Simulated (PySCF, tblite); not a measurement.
# C2H11FO2Si3: geometry, infrared bands and NMR shifts

Wanted: the infrared bands and NMR shifts of C2H11FO2Si3 (`CCO[Si@H](O)[SiH2][SiH2]F`), by calculation.

Programs: tblite 0.8.0 and PySCF 2.14.0, with density-fitted response routines of our own. Each step states its level of theory. These are calculated values for one molecule in the gas phase, unless marked as measured. Atoms count from 0, in the outputs and in this text.

### 1 The starting structure

19 atoms, charge 0, multiplicity 1; geometry from: force field or distance geometry start.

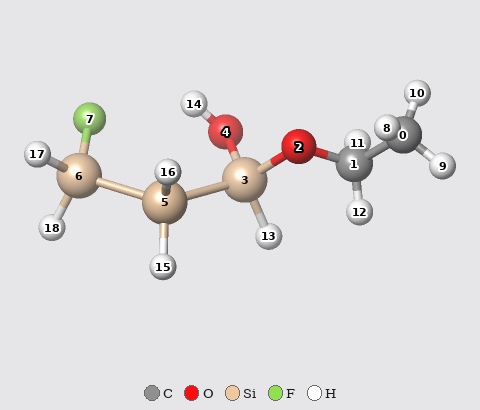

As it starts; carbon grey, oxygen red, silicon light orange, fluorine green, hydrogen white, atoms numbered.

### 2 Optimising the geometry with GFN2-xTB

The job: settings as JSON, then the geometry in Å.

```
{"job": {"kind": "relax", "xc": "GFN2-xTB", "basis": "xTB"}, "charge": 0, "multiplicity": 1}
C     -3.601200     0.282600     0.330000
C     -2.324100    -0.263700    -0.267600
O     -1.245300     0.258800     0.469000
Si     0.179200    -0.381200    -0.240500
O      0.570600    -1.898600     0.530500
Si     1.856500     1.068400    -0.057400
Si     3.743400     0.089400     0.624400
F      3.430200    -1.303400     1.512100
H     -3.404700     1.272900     0.811700
H     -4.343600     0.457100    -0.481900
H     -4.003200    -0.460200     1.030200
H     -2.347000    -1.384800    -0.093200
H     -2.247300    -0.070500    -1.336800
H     -0.067000    -0.635700    -1.681400
H      1.120500    -1.738400     1.332800
H      2.100500     1.750200    -1.340400
H      1.514800     2.151200     0.889700
H      4.448900     1.001300     1.509500
H      4.608900    -0.186200    -0.517800
```

Started as:

```sh
> OMP_NUM_THREADS=1 python probes_run.py task.json out
```

One launch serves the whole session: the jobs run in the order shown.

Log:

```text
step      E/eV     max force
  0    -763.33474    2.774
  1    -763.69409    1.660
  2    -763.84642    1.145
  3    -763.89370    0.789
  4    -763.99037    0.712
  5    -764.03104    0.709
  6    -764.13602    0.642
  7    -764.16582    0.517
  8    -764.19334    0.260
  9    -764.20827    0.261
 10    -764.22383    0.249
 11    -764.23642    0.262
 12    -764.24862    0.271
 13    -764.26054    0.268
 14    -764.27094    0.238
 15    -764.27854    0.186
 16    -764.28427    0.153
 17    -764.28872    0.143
 18    -764.29257    0.119
 19    -764.29673    0.187
 20    -764.30153    0.221
 21    -764.30707    0.183
 22    -764.31263    0.194
 23    -764.31748    0.205
 24    -764.32239    0.202
 25    -764.32889    0.273
 26    -764.33790    0.278
 27    -764.34830    0.206
 28    -764.35841    0.170
 29    -764.36693    0.203
 30    -764.37470    0.224
 31    -764.37945    0.408
 32    -764.39004    0.256
 33    -764.39654    0.204
 34    -764.40941    0.182
 35    -764.41457    0.214
 36    -764.42428    0.224
 37    -764.42985    0.170
 38    -764.43445    0.160
 39    -764.43785    0.133
 40    -764.44082    0.117
 41    -764.44348    0.118
 42    -764.44607    0.111
 43    -764.44842    0.184
 44    -764.45037    0.107
 45    -764.45239    0.100
 46    -764.45453    0.119
 47    -764.45701    0.170
 48    -764.46028    0.205
 49    -764.46339    0.176
 50    -764.46642    0.120
 51    -764.46937    0.109
 52    -764.47214    0.127
 53    -764.47435    0.105
 54    -764.47588    0.132
 55    -764.47673    0.111
 56    -764.47826    0.098
 57    -764.47997    0.074
 58    -764.48158    0.089
 59    -764.48297    0.086
 60    -764.48431    0.087
 61    -764.48566    0.085
 62    -764.48735    0.102
 63    -764.48860    0.090
 64    -764.48979    0.072
 65    -764.49085    0.070
 66    -764.49182    0.092
 67    -764.49274    0.094
 68    -764.49364    0.072
 69    -764.49446    0.075
 70    -764.49525    0.060
 71    -764.49584    0.064
 72    -764.49643    0.055
 73    -764.49710    0.062
 74    -764.49796    0.077
 75    -764.49886    0.082
 76    -764.49967    0.075
 77    -764.50034    0.079
 78    -764.50118    0.085
 79    -764.50231    0.113
 80    -764.50316    0.082
 81    -764.50353    0.033
 82    -764.50371    0.036
 83    -764.50389    0.045
 84    -764.50419    0.055
 85    -764.50461    0.046
 86    -764.50507    0.053
 87    -764.50542    0.048
 88    -764.50573    0.042
 89    -764.50600    0.035
 90    -764.50631    0.038
 91    -764.50663    0.043
 92    -764.50696    0.047
 93    -764.50730    0.046
 94    -764.50764    0.041
 95    -764.50796    0.032
 96    -764.50826    0.043
 97    -764.50856    0.042
 98    -764.50883    0.037
 99    -764.50907    0.037
100    -764.50934    0.042
101    -764.50961    0.043
102    -764.50986    0.042
103    -764.51010    0.043
104    -764.51038    0.039
105    -764.51072    0.050
106    -764.51107    0.045
107    -764.51132    0.029
108    -764.51149    0.032
109    -764.51161    0.027
110    -764.51179    0.031
111    -764.51206    0.049
112    -764.51239    0.058
113    -764.51271    0.046
114    -764.51295    0.038
115    -764.51310    0.025
116    -764.51322    0.027
117    -764.51338    0.030
118    -764.51360    0.037
119    -764.51385    0.035
120    -764.51407    0.033
121    -764.51422    0.029
122    -764.51433    0.029
123    -764.51444    0.025
124    -764.51454    0.022
125    -764.51465    0.022
126    -764.51476    0.028
127    -764.51492    0.028
128    -764.51513    0.026
129    -764.51535    0.026
130    -764.51552    0.023
131    -764.51563    0.021
132    -764.51571    0.025
133    -764.51579    0.022
134    -764.51591    0.036
135    -764.51610    0.038
136    -764.51650    0.060
137    -764.51696    0.066
138    -764.51746    0.048
139    -764.51743    0.076
140    -764.51787    0.079
141    -764.51804    0.042
142    -764.51835    0.034
143    -764.51893    0.065
144    -764.51963    0.083
145    -764.52113    0.093
146    -764.52206    0.052
147    -764.52234    0.073
148    -764.52243    0.081
149    -764.52293    0.035
150    -764.52310    0.033
151    -764.52384    0.044
152    -764.52407    0.047
153    -764.52488    0.051
154    -764.52533    0.052
155    -764.52581    0.055
156    -764.52618    0.048
157    -764.52656    0.044
158    -764.52690    0.050
159    -764.52734    0.056
160    -764.52793    0.064
161    -764.52855    0.068
162    -764.52894    0.075
163    -764.52923    0.050
164    -764.52942    0.032
165    -764.52959    0.030
166    -764.52969    0.026
167    -764.52988    0.025
168    -764.53006    0.030
169    -764.53025    0.030
170    -764.53048    0.039
171    -764.53083    0.056
172    -764.53130    0.065
173    -764.53178    0.064
174    -764.53216    0.052
175    -764.53231    0.064
176    -764.53263    0.031
177    -764.53282    0.021
178    -764.53301    0.020
179    -764.53309    0.029
180    -764.53316    0.025
181    -764.53325    0.015
182    -764.53332    0.022
183    -764.53339    0.021
184    -764.53350    0.025
185    -764.53365    0.029
186    -764.53384    0.031
187    -764.53403    0.030
188    -764.53416    0.022
189    -764.53426    0.021
190    -764.53434    0.028
191    -764.53442    0.024
192    -764.53450    0.019
193    -764.53455    0.015
194    -764.53459    0.012
195    -764.53462    0.009
```

Run time: 3.1 s. Hardware: 1 thread of Arm Neoverse N1, shared host; peak memory 0.18 GiB.

Step by step: (not every step is listed)

| step | energy from step 0 (eV) | largest force (eV/Å) |
| --- | --- | --- |
| 0 | 0.0000 | 2.7744 |
| 1 | -0.3593 | 1.6603 |
| 2 | -0.5117 | 1.1450 |
| 3 | -0.5590 | 0.7887 |
| 4 | -0.6556 | 0.7118 |
| 5 | -0.6963 | 0.7092 |
| 6 | -0.8013 | 0.6417 |
| 7 | -0.8311 | 0.5167 |
| 8 | -0.8586 | 0.2601 |
| 26 | -1.0032 | 0.2776 |
| 44 | -1.1156 | 0.1074 |
| 62 | -1.1526 | 0.1021 |
| 80 | -1.1684 | 0.0823 |
| 98 | -1.1741 | 0.0373 |
| 116 | -1.1785 | 0.0271 |
| 134 | -1.1812 | 0.0357 |
| 152 | -1.1893 | 0.0472 |
| 170 | -1.1957 | 0.0394 |
| 188 | -1.1994 | 0.0224 |
| 190 | -1.1996 | 0.0279 |
| 191 | -1.1997 | 0.0239 |
| 192 | -1.1998 | 0.0188 |
| 193 | -1.1998 | 0.0153 |
| 194 | -1.1998 | 0.0116 |
| 195 | -1.1999 | 0.0095 |

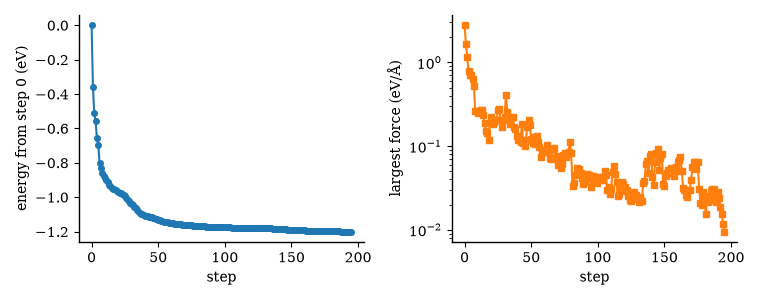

Energy and force, step by step.

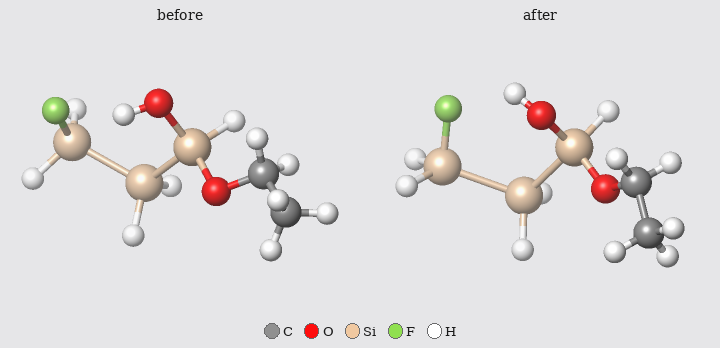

The geometry before (left) and after (right).

Distances of close pairs at the start and the end, largest changes first:

| bond | before (Å) | after (Å) | change (Å) |
| --- | --- | --- | --- |
| Si3–O4 | 1.746 | 1.633 | -0.113 |
| O2–Si3 | 1.715 | 1.615 | -0.100 |
| Si5–Si6 | 2.232 | 2.315 | +0.083 |
| Si3–Si5 | 2.224 | 2.298 | +0.074 |
| Si6–F7 | 1.681 | 1.635 | -0.046 |
| C1–H11 | 1.135 | 1.095 | -0.040 |
| O4–H14 | 0.986 | 0.953 | -0.033 |
| C0–H8 | 1.119 | 1.087 | -0.032 |

The end geometry stands in the next job.

### 3 Vibrational analysis with GFN2-xTB

The job: settings as JSON, then the geometry in Å.

```
{"job": {"kind": "ir", "xc": "GFN2-xTB", "basis": "xTB"}, "charge": 0, "multiplicity": 1}
C     -3.385564     0.552320     0.530224
C     -2.431458    -0.423669    -0.139461
O     -1.168793     0.170180    -0.271873
Si     0.237610    -0.516564    -0.669462
O      0.441843    -1.813520     0.301994
Si     1.757625     1.141460    -0.197318
Si     3.554940     0.278805     0.979289
F      3.496076    -1.322806     0.654670
H     -3.456103     1.462690    -0.059518
H     -4.372464     0.106104     0.618459
H     -3.019497     0.808715     1.521003
H     -2.341796    -1.340336     0.452979
H     -2.802275    -0.696408    -1.135299
H      0.185677    -1.041609    -2.044335
H      1.280100    -2.260028     0.380175
H      2.289943     1.724195    -1.445154
H      1.261700     2.316354     0.540899
H      3.545373     0.260132     2.441365
H      4.917259     0.603234     0.564229
```

Log:

```text
mode    cm-1     km/mol
  1      15.9      0.03
  2      32.3      0.48
  3      48.0      1.72
  4      61.4      1.91
  5      79.8      1.11
  6      89.4      1.03
  7     148.4      9.97
  8     184.3     12.24
  9     209.9      0.46
 10     234.1      8.43
 11     291.1     32.14
 12     323.6     36.74
 13     353.0     78.14
 14     367.3     39.81
 15     408.8      4.35
 16     432.5      7.06
 17     497.5     11.42
 18     551.4     32.10
 19     596.8     59.68
 20     616.8    722.05
 21     694.9     31.08
 22     709.5    102.19
 23     726.8     71.62
 24     745.6    262.59
 25     771.2     76.94
 26     799.6    298.58
 27     810.3    386.04
 28     829.2      6.87
 29     834.0     65.75
 30     877.6    165.64
 31    1006.4     62.05
 32    1097.1     21.69
 33    1145.0     13.40
 34    1146.5    301.57
 35    1265.7      1.20
 36    1346.2     10.63
 37    1398.9      9.93
 38    1477.5      3.54
 39    1489.2      0.87
 40    1495.2      2.31
 41    2132.6    130.62
 42    2145.1    352.87
 43    2162.7    397.75
 44    2246.5    482.59
 45    2279.2    182.48
 46    2895.9     61.64
 47    2931.0     48.08
 48    3042.2     31.48
 49    3043.4     29.29
 50    3047.1     25.58
 51    3680.2     32.16
```

It took 1.5 s on 1 thread of Arm Neoverse N1, shared host; peak memory 0.18 GiB.

The strongest bands and the atoms that carry them (share of the mass-weighted mode):

| cm⁻¹ | km/mol | atoms |
| --- | --- | --- |
| 617 | 722.0 | H15 50 %, H16 18 %, H13 13 % |
| 746 | 262.6 | F7 43 %, Si6 32 %, H13 20 % |
| 800 | 298.6 | H17 28 %, H18 26 %, H15 20 %, H16 19 % |
| 810 | 386.0 | H14 52 %, O4 15 % |
| 1146 | 301.6 | O2 44 %, C1 37 % |
| 2145 | 352.9 | H13 62 %, H15 30 % |
| 2163 | 397.8 | H16 88 % |
| 2246 | 482.6 | H17 66 %, H18 29 % |

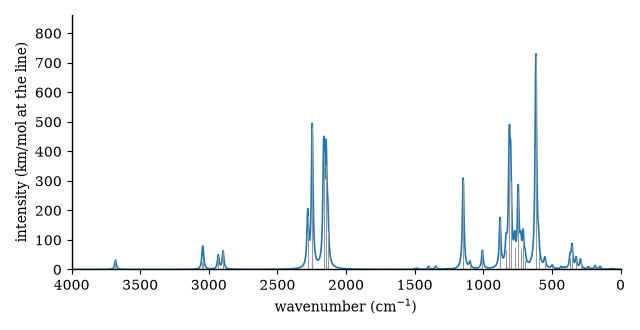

The infrared spectrum from these modes, unscaled. Lines are broadened to a width of 14 cm⁻¹ (Lorentzian).

### 4 Nuclear shieldings: PBE0/pcSseg-1

Same as in step 3 but for these lines:

```diff
@@ -1,2 +1,2 @@
-{"job": {"kind": "ir", "xc": "GFN2-xTB", "basis": "xTB"}, "charge": 0, "multiplicity": 1}
+{"job": {"kind": "nmr", "xc": "PBE0", "basis": "pcSseg-1"}, "charge": 0, "multiplicity": 1}
 C     -3.385564     0.552320     0.530224
```

Method: GIAO PBE0/pcSseg-1 NMR shielding, non-relativistic, gas phase.

Log:

```text
coarse grid: 17128 points
cycle   1  E = -1200.6673429185  dE =  7.225e-01  |g| = 1.073e+00  |ddm| = 3.825e+00
cycle   2  E = -1200.3648054215  dE =  3.025e-01  |g| = 1.687e+00  |ddm| = 2.524e+00
cycle   3  E = -1200.8674317591  dE = -5.026e-01  |g| = 8.951e-02  |ddm| = 1.796e+00
cycle   4  E = -1200.8687279393  dE = -1.296e-03  |g| = 4.601e-02  |ddm| = 1.089e-01
cycle   5  E = -1200.8691758619  dE = -4.479e-04  |g| = 1.078e-02  |ddm| = 3.808e-02
cycle   6  E = -1200.8691928963  dE = -1.703e-05  |g| = 4.284e-03  |ddm| = 1.121e-02
cycle   7  E = -1200.8691962197  dE = -3.323e-06  |g| = 6.013e-04  |ddm| = 3.534e-03
final grid: 151312 points
cycle   8  E = -1200.9392407964  dE = -2.718e-05  |g| = 1.024e-02  |ddm| = 2.011e-02
cycle   9  E = -1200.9392238616  dE =  1.693e-05  |g| = 1.416e-02  |ddm| = 1.580e-02
cycle  10  E = -1200.9392600309  dE = -3.617e-05  |g| = 1.153e-03  |ddm| = 9.972e-03
cycle  11  E = -1200.9392603068  dE = -2.758e-07  |g| = 2.062e-04  |ddm| = 1.191e-03
cycle  12  E = -1200.9392603151  dE = -8.307e-09  |g| = 6.954e-05  |ddm| = 2.012e-04
cycle  13  E = -1200.9392603158  dE = -7.444e-10  |g| = 2.752e-05  |ddm| = 8.534e-05
converged SCF energy = -1200.9392603158

GIAO shielding tensors (ppm)
atom      isotropic    diamagn.    paramagn.     s11        s22        s33       span
  0 C      166.352     246.234     -79.881    148.667    164.778    185.612     36.944
  1 C      124.856     241.574    -116.718     93.875    112.343    168.351     74.475
  2 O      266.731     403.485    -136.754    216.385    277.897    305.910     89.526
  3 Si     366.467     881.801    -515.334    340.114    377.185    382.102     41.989
  4 O      279.867     392.459    -112.592    251.206    274.375    314.020     62.813
  5 Si     479.144     884.122    -404.978    447.074    486.041    504.317     57.243
  6 Si     327.735     877.710    -549.975    231.953    314.535    436.716    204.763
  7 F      431.121     474.894     -43.773    371.107    458.332    463.924     92.818
  8 H       30.154      28.996       1.158     26.568     28.513     35.381      8.812
  9 H       30.679      26.191       4.488     26.686     27.544     37.808     11.122
 10 H       30.142      30.072       0.069     26.373     28.970     35.082      8.708
 11 H       27.275      30.079      -2.804     21.171     28.642     32.011     10.840
 12 H       27.723      28.941      -1.217     22.560     27.614     32.996     10.437
 13 H       25.840      30.552      -4.712     23.071     23.313     31.137      8.065
 14 H       29.757      32.675      -2.918     21.110     25.323     42.839     21.729
 15 H       28.423      30.705      -2.282     25.104     26.169     33.997      8.892
 16 H       28.459      31.706      -3.247     24.897     26.715     33.766      8.869
 17 H       25.880      28.633      -2.753     22.705     24.533     30.402      7.697
 18 H       25.910      27.193      -1.283     22.486     24.594     30.650      8.164
```

It took 68 s on 1 thread of Arm Neoverse N1, shared host; peak memory 0.96 GiB.

The references, computed at this level on geometries of the same kind, shield at (ppm): 1H TMS 31.72, 13C TMS 186.9, 29Si TMS 349.2, 19F CFCl3 170.9, 17O H2O 336.1. Their shielding less the atom's gives the shift. The references are single molecules in the gas phase, so shifts against H2O, NH3, PH3, H3PO4 or CFCl3 are not on the usual liquid scales and can be off by tens of ppm. Atoms listed in one row are averaged.

| atoms | environment | σ (ppm) | δ (ppm) | δ scaled to CDCl3 |
| --- | --- | --- | --- | --- |
| C1 | sp3 CH2 bonded to O | 124.9 | 62.1 | 58.7 |
| C0 | methyl carbon | 166.4 | 20.6 | 18.2 |
| H13 | hydrogen on a silicon bonded to 2 O, Si | 25.84 | 5.88 | – |
| H17 | hydrogen on a silicon bonded to F, Si | 25.88 | 5.84 | – |
| H18 | hydrogen on a silicon bonded to F, Si | 25.91 | 5.81 | – |
| H11 | hydrogen on an sp3 CH2 bonded to O | 27.27 | 4.44 | 4.29 |
| H12 | hydrogen on an sp3 CH2 bonded to O | 27.72 | 3.99 | 3.87 |
| H15 | hydrogen on a silicon bonded to 2 Si | 28.42 | 3.29 | – |
| H16 | hydrogen on a silicon bonded to 2 Si | 28.46 | 3.26 | – |
| H14 | hydrogen on an oxygen bonded to Si | 29.76 | 1.96 | – |
| H8, H9, H10 | hydrogen on a methyl carbon | 30.32 | 1.39 | 1.42 |
| O2 | oxygen bonded to C, Si | 266.7 | 69.3 | – |
| O4 | oxygen bonded to Si, H | 279.9 | 56.2 | – |
| Si6 | silicon bonded to F, Si, 2 H | 327.7 | 21.4 | – |
| Si3 | silicon bonded to 2 O, Si, H | 366.5 | -17.3 | – |
| Si5 | silicon bonded to 2 Si, 2 H | 479.1 | -130.0 | – |
| F7 | fluorine bonded to Si | 431.1 | -260.2 | – |

The scaled column applies a straight-line fit of computed shieldings to shifts measured in CDCl3, and one for carbons that bear F (root-mean-square error 0.16 ppm for H, 1.9 ppm for C).

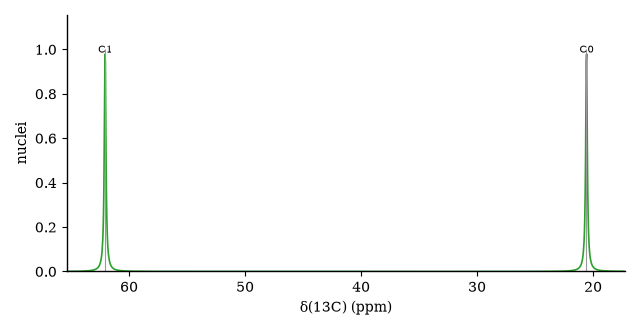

13C lines at the computed shifts, without couplings. Lines are broadened to a width of 0.17 ppm (Lorentzian).

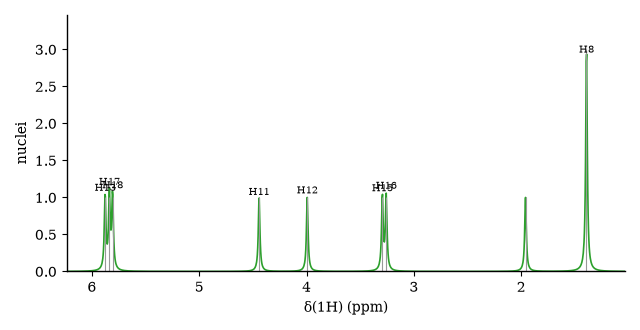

1H lines at the computed shifts, without couplings. Lines are broadened to a width of 0.02 ppm (Lorentzian).

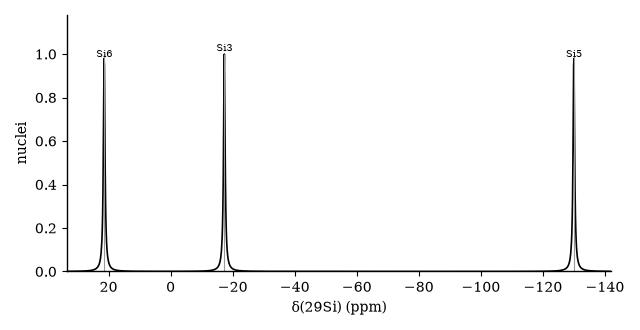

29Si lines at the computed shifts, without couplings. Lines are broadened to a width of 0.61 ppm (Lorentzian).

Charges from the same density, by scheme (e):

| atoms | Mulliken | IAO | Hirshfeld | ESP fit |
| --- | --- | --- | --- | --- |
| C0 | -0.28 | -0.42 | -0.12 | -0.48 |
| C1 | 0.03 | -0.04 | 0.02 | 0.40 |
| O2 | -0.64 | -0.65 | -0.22 | -0.45 |
| Si3 | 0.97 | 1.13 | 0.39 | 0.70 |
| O4 | -0.56 | -0.81 | -0.31 | -0.68 |
| Si5 | -0.22 | 0.05 | 0.14 | -0.05 |
| Si6 | 0.71 | 0.80 | 0.34 | 0.57 |
| F7 | -0.47 | -0.56 | -0.21 | -0.34 |

Mulliken charges:

C0 -0.28; C1 0.03; O2 -0.64; Si3 0.97; O4 -0.56; Si5 -0.22; Si6 0.71; F7 -0.47; H8 0.12; H9 0.11; H10 0.12; H11 0.12; H12 0.10; H13 -0.14; H14 0.26; H15 -0.02; H16 -0.01; H17 -0.10; H18 -0.10

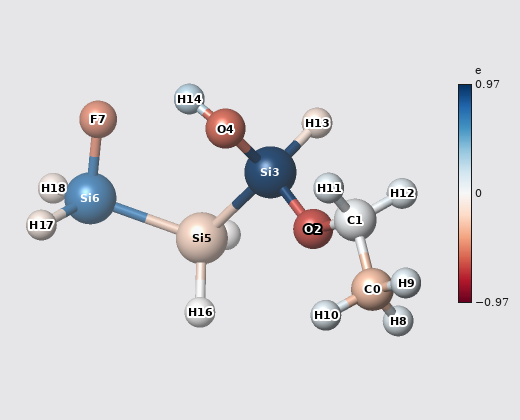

Mulliken charges, as colours on the atoms.

Mayer bond orders: C0–C1 1.07, C1–O2 0.86, O2–Si3 1.00, Si3–O4 1.03, Si3–Si5 0.82, Si5–Si6 0.88, Si6–F7 0.83.

### 5 Summary of results

| quantity | value |
| --- | --- |
| strongest single infrared mode (GFN2-xTB) | 617 cm⁻¹, 722 km/mol |
| zero-point energy (GFN2-xTB) | 79.8 kcal/mol |
| 13C shifts against TMS (PBE0/pcSseg-1) | 62.1, 20.6 ppm |
| 1H shifts against TMS (PBE0/pcSseg-1, means over atoms taken as alike) | 5.88, 5.84, 5.81, 4.44, 3.99, 3.29, 3.26, 1.96, 1.39 ppm |
| 17O shifts against H2O (PBE0/pcSseg-1) | 69.3, 56.2 ppm |
| 29Si shifts against TMS (PBE0/pcSseg-1) | 21.4, -17.3, -130.0 ppm |
| 19F shifts against CFCl3 (PBE0/pcSseg-1) | -260.2 ppm |

The optimisation took 195 steps and gained 1.200 eV; among the close pairs (by a distance rule), Si3–O4 changed most, from 1.746 to 1.633 Å. All 51 modes are real, so the xTB geometry is a minimum. The strongest single mode, at 617 cm⁻¹, is spread over several atoms, H15, H16, H13 among them. Unscaled tight-binding wavenumbers are off by several per cent, some by more. Its intensities can rank the bands wrongly. At PBE0/pcSseg-1: The widest tensor belongs to Si6: span 205 ppm, with a paramagnetic part of -550 ppm.
